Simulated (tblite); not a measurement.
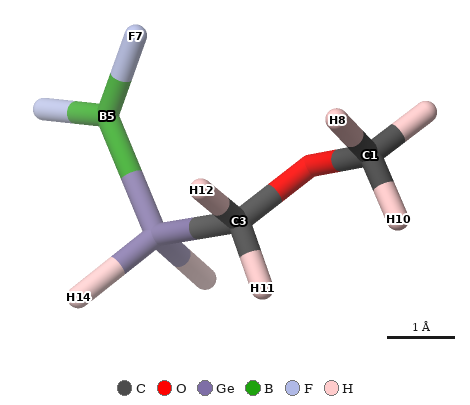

Fig. 1: The input geometry (stick view, seen at a tilt; atoms are numbered from 1 in the order of the input). Sticks mark near contacts. Bond lengths as drawn: B–F 1.45 Å, B–Ge 2.01 Å, C–Ge 1.95 Å, C–H 1.10 to 1.12 Å, C–O 1.42 Å and Ge–H 1.54 to 1.56 Å.

Geometry relaxation, with input and output: C2H7BF2GeO (part 1 of 4)

C2H7BF2GeO, computed with GFN2-xTB geometry optimisation, gas phase (tblite 0.8.0).

It belongs to a series of runs on one base structure; here: H on Ge replaced by CH2OCH3.

What the program printed:
```
step      E/eV     max force
  0    -668.88544    3.796
  1    -669.36320    2.442
  2    -669.50760    3.007
  3    -669.60190    0.677
  4    -669.63495    0.520
  5    -669.66668    0.390
  6    -669.67199    0.296
  7    -669.68576    0.218
  8    -669.69003    0.285
  9    -669.69690    0.269
 10    -669.69969    0.156
 11    -669.70133    0.085
 12    -669.70217    0.066
 13    -669.70298    0.092
 14    -669.70398    0.101
 15    -669.70553    0.106
 16    -669.70773    0.130
 17    -669.71025    0.116
 18    -669.71228    0.111
 19    -669.71352    0.112
 20    -669.71453    0.090
 21    -669.71556    0.079
 22    -669.71641    0.081
 23    -669.71711    0.078
 24    -669.71785    0.103
 25    -669.71878    0.098
 26    -669.71977    0.084
 27    -669.72051    0.055
 28    -669.72096    0.053
 29    -669.72137    0.066
 30    -669.72190    0.086
 31    -669.72248    0.084
 32    -669.72293    0.046
 33    -669.72320    0.041
 34    -669.72340    0.039
 35    -669.72366    0.056
 36    -669.72400    0.053
 37    -669.72435    0.048
 38    -669.72461    0.045
 39    -669.72482    0.042
 40    -669.72508    0.055
 41    -669.72543    0.054
 42    -669.72583    0.061
 43    -669.72619    0.056
 44    -669.72654    0.047
 45    -669.72697    0.068
 46    -669.72753    0.081
 47    -669.72807    0.059
 48    -669.72841    0.038
 49    -669.72860    0.036
 50    -669.72879    0.041
 51    -669.72910    0.057
 52    -669.72949    0.058
 53    -669.72987    0.061
 54    -669.73024    0.078
 55    -669.73071    0.067
 56    -669.73159    0.093
 57    -669.73268    0.087
 58    -669.73344    0.057
 59    -669.73381    0.055
 60    -669.73394    0.063
 61    -669.73420    0.039
 62    -669.73441    0.038
 63    -669.73473    0.042
 64    -669.73493    0.049
 65    -669.73540    0.055
 66    -669.73606    0.057
 67    -669.73703    0.109
 68    -669.72404    0.766
 69    -669.73785    0.099
 70    -669.73833    0.095
 71    -669.73946    0.151
 72    -669.73994    0.077
 73    -669.74025    0.052
 74    -669.74121    0.072
 75    -669.74175    0.060
 76    -669.74211    0.058
 77    -669.74311    0.057
 78    -669.74394    0.057
 79    -669.74452    0.051
 80    -669.74493    0.061
 81    -669.74527    0.064
 82    -669.74559    0.049
 83    -669.74591    0.051
 84    -669.74620    0.046
 85    -669.74639    0.039
 86    -669.74670    0.044
 87    -669.74710    0.051
 88    -669.74765    0.047
 89    -669.74818    0.040
 90    -669.74856    0.039
 91    -669.74861    0.099
 92    -669.74896    0.038
 93    -669.74909    0.039
 94    -669.74932    0.040
 95    -669.74952    0.041
 96    -669.74988    0.059
 97    -669.75023    0.067
 98    -669.75061    0.082
 99    -669.75094    0.053
100    -669.75128    0.057
101    -669.75149    0.076
102    -669.75170    0.069
103    -669.75185    0.029
104    -669.75195    0.026
105    -669.75204    0.027
106    -669.75213    0.022
107    -669.75218    0.013
108    -669.75221    0.013
109    -669.75223    0.013
110    -669.75225    0.012
111    -669.75228    0.013
112    -669.75231    0.014
113    -669.75236    0.023
114    -669.75243    0.028
115    -669.75253    0.033
116    -669.75267    0.037
117    -669.75279    0.060
118    -669.75295    0.031
119    -669.75311    0.034
120    -669.75332    0.037
121    -669.75347    0.031
122    -669.75359    0.022
123    -669.75366    0.028
124    -669.75375    0.032
125    -669.75384    0.023
126    -669.75389    0.038
127    -669.75393    0.024
128    -669.75395    0.008
```

Trajectory as extended XYZ (Å, eV, eV/Å), 58 of the 129 frames kept, from step=0 to step=128:
```
14
Properties=species:S:1:pos:R:3:forces:R:3 step=0 energy=-668.88544
C     2.2474    0.7334   -0.4462    0.0490   0.5950  -0.4630
O     0.9484    0.2052   -0.6724    0.6460  -0.0440   0.9720
C     0.4760   -0.3458    0.5473   -0.1340   0.0040   0.0380
Ge   -1.3158   -1.0491    0.2279   -0.7750  -0.5580  -0.1640
B    -2.5483    0.4286   -0.3425   -1.7160   2.1520  -1.0050
F    -3.9381    0.1461   -0.6428    3.4280   1.2700   0.6430
F    -2.0420    1.7805   -0.4836   -1.8360  -3.3130   0.2560
H     2.2158    1.5703    0.3005    0.0240  -0.6690  -0.3930
H     2.6183    1.1519   -1.4006   -0.2700  -0.2320   0.3590
H     2.9503   -0.0527   -0.1158   -0.2790   0.2530   0.0200
H     1.1085   -1.1803    0.8934    0.2180   0.4620   0.0570
H     0.3832    0.4352    1.3350    0.4000  -0.3230  -0.2310
H    -1.2567   -2.1405   -0.8581   -0.0510   0.3000   0.5520
H    -1.8476   -1.6833    1.5461    0.2980   0.1020  -0.6410
14
Properties=species:S:1:pos:R:3:forces:R:3 step=2 energy=-669.50760
C     2.2507    0.7456   -0.4537    0.0120  -0.1480   0.0340
O     0.9690    0.2045   -0.6420   -0.1500  -0.0380  -0.0920
C     0.4695   -0.3504    0.5510   -0.1490  -0.1900   0.0580
Ge   -1.3511   -1.0591    0.2177   -0.2690   0.4320  -0.1960
B    -2.5933    0.4854   -0.3716    1.7120  -2.3470   0.7780
F    -3.8157    0.2056   -0.6225   -1.7490   0.3960  -0.5040
F    -2.1211    1.6631   -0.4775   -0.0030   1.8770  -0.3100
H     2.2178    1.5478    0.2876    0.0790   0.0790   0.1190
H     2.6087    1.1462   -1.3955   -0.1040   0.0110  -0.1850
H     2.9390   -0.0392   -0.1157    0.0790   0.0650   0.0600
H     1.1189   -1.1612    0.8976    0.2030   0.1170   0.1630
H     0.4000    0.4231    1.3286    0.1780  -0.0650   0.1120
H    -1.2587   -2.1308   -0.8348   -0.0100  -0.0790   0.2600
H    -1.8345   -1.6811    1.5190    0.1710  -0.1110  -0.2980
14
Properties=species:S:1:pos:R:3:forces:R:3 step=4 energy=-669.63495
C     2.2505    0.7439   -0.4539   -0.0310  -0.0490   0.0230
O     0.9663    0.2033   -0.6428   -0.0840  -0.0500  -0.0090
C     0.4663   -0.3537    0.5521   -0.0600  -0.0800   0.0440
Ge   -1.3549   -1.0529    0.2144    0.0330   0.0500  -0.0530
B    -2.5682    0.4519   -0.3612    0.1460  -0.2010  -0.0060
F    -3.8374    0.2169   -0.6299    0.1120   0.5040  -0.0650
F    -2.1273    1.6859   -0.4822   -0.4940  -0.1230  -0.0570
H     2.2196    1.5486    0.2897    0.0630   0.0090   0.0420
H     2.6059    1.1459   -1.3987   -0.1190  -0.0200  -0.1100
H     2.9408   -0.0380   -0.1143    0.0610   0.0470   0.0410
H     1.1234   -1.1585    0.9013    0.1420   0.0930   0.1280
H     0.4042    0.4213    1.3309    0.1460  -0.0750   0.0820
H    -1.2592   -2.1319   -0.8286   -0.0350  -0.0360   0.2230
H    -1.8307   -1.6832    1.5116    0.1210  -0.0700  -0.2830
14
Properties=species:S:1:pos:R:3:forces:R:3 step=7 energy=-669.68576
C     2.2440    0.7403   -0.4547    0.0380   0.0170  -0.0080
O     0.9588    0.1958   -0.6385    0.1100  -0.0010   0.1270
C     0.4695   -0.3608    0.5612    0.1090   0.0080   0.0800
Ge   -1.3394   -1.0516    0.2089   -0.1340   0.1380  -0.1030
B    -2.5652    0.4402   -0.3703   -0.0290   0.0240  -0.0330
F    -3.8385    0.2735   -0.6413   -0.1590  -0.0490  -0.0490
F    -2.1790    1.6859   -0.4882    0.0700   0.1640   0.0090
H     2.2274    1.5478    0.2923   -0.0260  -0.0510  -0.0750
H     2.5839    1.1394   -1.4095   -0.0890  -0.0370  -0.0010
H     2.9487   -0.0315   -0.1103   -0.0550   0.0510  -0.0560
H     1.1435   -1.1470    0.9199    0.0890  -0.0290   0.0440
H     0.4241    0.4104    1.3442    0.0390   0.0100   0.0580
H    -1.2634   -2.1445   -0.7994    0.0340  -0.1350   0.0030
H    -1.8151   -1.6983    1.4741    0.0040  -0.1110   0.0030
14
Properties=species:S:1:pos:R:3:forces:R:3 step=9 energy=-669.69690
C     2.2422    0.7394   -0.4557    0.0650   0.0280  -0.0120
O     0.9611    0.1915   -0.6295    0.0600  -0.0100   0.0990
C     0.4827   -0.3622    0.5725   -0.0430  -0.0490   0.0860
Ge   -1.3309   -1.0452    0.2018   -0.2360   0.0920  -0.0900
B    -2.5780    0.4515   -0.3826    0.0140   0.0210   0.0060
F    -3.8550    0.2890   -0.6504    0.0130  -0.0610  -0.0150
F    -2.1902    1.7007   -0.4887    0.0320   0.0210   0.0150
H     2.2289    1.5464    0.2889   -0.0270   0.0160  -0.0430
H     2.5659    1.1333   -1.4151   -0.0110   0.0140  -0.0590
H     2.9507   -0.0268   -0.1129   -0.0050   0.0030  -0.0550
H     1.1587   -1.1464    0.9323    0.0580  -0.0440   0.0220
H     0.4349    0.4071    1.3568    0.0360   0.0330   0.0480
H    -1.2627   -2.1632   -0.7876    0.0560  -0.0290  -0.0040
H    -1.8091   -1.7155    1.4586   -0.0120  -0.0350   0.0020
14
Properties=species:S:1:pos:R:3:forces:R:3 step=11 energy=-669.70133
C     2.2445    0.7405   -0.4569    0.0000   0.0030  -0.0130
O     0.9648    0.1890   -0.6206   -0.0420  -0.0290   0.0200
C     0.4857   -0.3652    0.5817   -0.0620  -0.0350   0.0470
Ge   -1.3390   -1.0386    0.1947   -0.0320  -0.0240   0.0110
B    -2.5833    0.4583   -0.3876    0.0070   0.0230   0.0070
F    -3.8602    0.2914   -0.6548    0.0490  -0.0270  -0.0150
F    -2.1928    1.7073   -0.4880   -0.0040  -0.0100   0.0090
H     2.2283    1.5471    0.2852    0.0110   0.0660  -0.0070
H     2.5582    1.1316   -1.4204    0.0060   0.0210  -0.0530
H     2.9517   -0.0250   -0.1170    0.0660  -0.0190  -0.0340
H     1.1673   -1.1485    0.9384   -0.0270  -0.0260   0.0190
H     0.4411    0.4072    1.3645    0.0190  -0.0080   0.0390
H    -1.2593   -2.1719   -0.7832    0.0410   0.0460   0.0050
H    -1.8077   -1.7239    1.4523   -0.0300   0.0190  -0.0350
14
Properties=species:S:1:pos:R:3:forces:R:3 step=13 energy=-669.70298
C     2.2456    0.7412   -0.4581   -0.0290  -0.0100  -0.0070
O     0.9641    0.1869   -0.6162   -0.0200  -0.0120   0.0070
C     0.4825   -0.3680    0.5871    0.0100   0.0100   0.0100
Ge   -1.3452   -1.0375    0.1932    0.0790  -0.0220   0.0420
B    -2.5833    0.4607   -0.3877    0.0150  -0.0040   0.0040
F    -3.8584    0.2889   -0.6568    0.0160  -0.0060  -0.0240
F    -2.1926    1.7088   -0.4871   -0.0110   0.0140   0.0060
H     2.2286    1.5510    0.2829    0.0250   0.0140  -0.0370
H     2.5568    1.1326   -1.4248   -0.0290  -0.0110   0.0080
H     2.9556   -0.0252   -0.1208    0.0300   0.0300  -0.0360
H     1.1672   -1.1512    0.9409   -0.0660  -0.0190   0.0230
H     0.4436    0.4069    1.3688    0.0000  -0.0380   0.0310
H    -1.2553   -2.1708   -0.7826    0.0300   0.0430  -0.0070
H    -1.8099   -1.7246    1.4495   -0.0490   0.0110  -0.0200
14
Properties=species:S:1:pos:R:3:forces:R:3 step=16 energy=-669.70773
C     2.2426    0.7410   -0.4636    0.0030   0.0040  -0.0090
O     0.9591    0.1775   -0.6001    0.0820   0.0420   0.0070
C     0.4787   -0.3745    0.6077    0.1150   0.0540  -0.0280
Ge   -1.3447   -1.0357    0.1959    0.0460   0.0900   0.0030
B    -2.5809    0.4677   -0.3895    0.0480  -0.0580   0.0000
F    -3.8519    0.2843   -0.6704    0.0100   0.0120  -0.0230
F    -2.1982    1.7185   -0.4831   -0.0150   0.0030   0.0100
H     2.2353    1.5642    0.2669    0.0050  -0.1030  -0.0520
H     2.5410    1.1309   -1.4374   -0.0970  -0.0500   0.0370
H     2.9726   -0.0172   -0.1408   -0.0920   0.0830  -0.0070
H     1.1560   -1.1642    0.9568   -0.0250  -0.0430   0.0260
H     0.4531    0.3970    1.3920   -0.0270  -0.0160   0.0220
H    -1.2359   -2.1616   -0.7804    0.0250   0.0120  -0.0540
H    -1.8274   -1.7285    1.4343   -0.0760  -0.0310   0.0670
14
Properties=species:S:1:pos:R:3:forces:R:3 step=18 energy=-669.71228
C     2.2390    0.7410   -0.4705    0.0240   0.0220  -0.0220
O     0.9584    0.1699   -0.5824    0.0420   0.0250  -0.0020
C     0.4831   -0.3778    0.6283    0.0630   0.0080   0.0020
Ge   -1.3389   -1.0284    0.2000   -0.0280   0.0490   0.0000
B    -2.5759    0.4726   -0.3923    0.0280  -0.0290  -0.0190
F    -3.8432    0.2808   -0.6871    0.0290   0.0020  -0.0140
F    -2.2061    1.7286   -0.4777   -0.0020  -0.0270   0.0180
H     2.2431    1.5718    0.2465   -0.0180  -0.0550   0.0430
H     2.5158    1.1255   -1.4499   -0.0840  -0.0180  -0.0700
H     2.9854   -0.0030   -0.1625   -0.0720  -0.0050   0.0530
H     1.1420   -1.1816    0.9764    0.0540  -0.0330   0.0060
H     0.4618    0.3849    1.4193   -0.0050   0.0340   0.0050
H    -1.2128   -2.1500   -0.7816    0.0150   0.0360  -0.0470
H    -1.8522   -1.7348    1.4216   -0.0460  -0.0090   0.0480
14
Properties=species:S:1:pos:R:3:forces:R:3 step=20 energy=-669.71453
C     2.2386    0.7424   -0.4750   -0.0060   0.0100  -0.0150
O     0.9603    0.1682   -0.5751   -0.0440  -0.0200   0.0020
C     0.4887   -0.3786    0.6370   -0.0170  -0.0290   0.0290
Ge   -1.3373   -1.0231    0.2028    0.0010  -0.0420   0.0290
B    -2.5717    0.4726   -0.3944   -0.0020   0.0100  -0.0220
F    -3.8371    0.2786   -0.6952    0.0150  -0.0150  -0.0190
F    -2.2091    1.7309   -0.4742    0.0180  -0.0110   0.0160
H     2.2455    1.5717    0.2404   -0.0130   0.0190   0.0680
H     2.4999    1.1220   -1.4592   -0.0390   0.0060  -0.0810
H     2.9863    0.0028   -0.1685   -0.0040  -0.0560   0.0490
H     1.1384   -1.1910    0.9848    0.0690   0.0160  -0.0130
H     0.4649    0.3816    1.4309    0.0290   0.0270  -0.0170
H    -1.2019   -2.1414   -0.7856    0.0020   0.0610  -0.0140
H    -1.8665   -1.7372    1.4196   -0.0080   0.0240  -0.0120
14
Properties=species:S:1:pos:R:3:forces:R:3 step=22 energy=-669.71641
C     2.2379    0.7441   -0.4793   -0.0460  -0.0230   0.0150
O     0.9594    0.1660   -0.5696   -0.0560  -0.0270   0.0130
C     0.4926   -0.3808    0.6451   -0.0350  -0.0230   0.0210
Ge   -1.3363   -1.0212    0.2070    0.0260  -0.0440   0.0290
B    -2.5675    0.4721   -0.3972   -0.0060   0.0160   0.0000
F    -3.8312    0.2755   -0.7027    0.0020  -0.0190  -0.0280
F    -2.2095    1.7317   -0.4702    0.0260   0.0110   0.0080
H     2.2461    1.5715    0.2405   -0.0060   0.0140  -0.0050
H     2.4845    1.1194   -1.4714   -0.0080  -0.0080   0.0290
H     2.9851    0.0036   -0.1692   -0.0020  -0.0180  -0.0110
H     1.1411   -1.1967    0.9897    0.0540   0.0580  -0.0160
H     0.4691    0.3813    1.4378    0.0450  -0.0020  -0.0230
H    -1.1935   -2.1300   -0.7907   -0.0030   0.0440  -0.0010
H    -1.8783   -1.7372    1.4184    0.0090   0.0210  -0.0310
14
Properties=species:S:1:pos:R:3:forces:R:3 step=25 energy=-669.71878
C     2.2295    0.7421   -0.4822   -0.0360  -0.0280   0.0180
O     0.9508    0.1595   -0.5601    0.0010   0.0160  -0.0140
C     0.4940   -0.3865    0.6591    0.0380   0.0250  -0.0130
Ge   -1.3324   -1.0216    0.2149   -0.0240   0.0710  -0.0230
B    -2.5626    0.4737   -0.4003    0.0230  -0.0090   0.0330
F    -3.8230    0.2705   -0.7178    0.0330  -0.0010  -0.0270
F    -2.2082    1.7352   -0.4643    0.0040   0.0010  -0.0020
H     2.2457    1.5729    0.2370   -0.0330  -0.0330  -0.0600
H     2.4625    1.1140   -1.4808    0.0040  -0.0230   0.0950
H     2.9829    0.0038   -0.1742   -0.0490   0.0180  -0.0480
H     1.1530   -1.1963    0.9958    0.0280   0.0170   0.0110
H     0.4820    0.3799    1.4461    0.0110  -0.0010   0.0230
H    -1.1823   -2.1111   -0.7967    0.0060  -0.0190  -0.0190
H    -1.8926   -1.7365    1.4117   -0.0060  -0.0350   0.0260
14
Properties=species:S:1:pos:R:3:forces:R:3 step=27 energy=-669.72051
C     2.2188    0.7380   -0.4836    0.0000   0.0000  -0.0130
O     0.9424    0.1543   -0.5522   -0.0040   0.0220  -0.0260
C     0.4975   -0.3900    0.6713    0.0320   0.0280  -0.0060
Ge   -1.3299   -1.0176    0.2206   -0.0160   0.0390  -0.0120
B    -2.5571    0.4755   -0.4007    0.0220   0.0040   0.0290
F    -3.8128    0.2660   -0.7337    0.0470   0.0100  -0.0220
F    -2.2069    1.7386   -0.4592   -0.0080   0.0010  -0.0050
H     2.2428    1.5724    0.2289   -0.0540  -0.0110  -0.0050
H     2.4433    1.1075   -1.4821    0.0250   0.0090  -0.0020
H     2.9781    0.0052   -0.1831   -0.0320  -0.0300  -0.0160
H     1.1653   -1.1944    1.0024   -0.0030  -0.0160   0.0170
H     0.4947    0.3782    1.4558   -0.0150   0.0100   0.0410
H    -1.1715   -2.0956   -0.8028    0.0030  -0.0220  -0.0010
H    -1.9056   -1.7387    1.4065    0.0020  -0.0450   0.0220
```
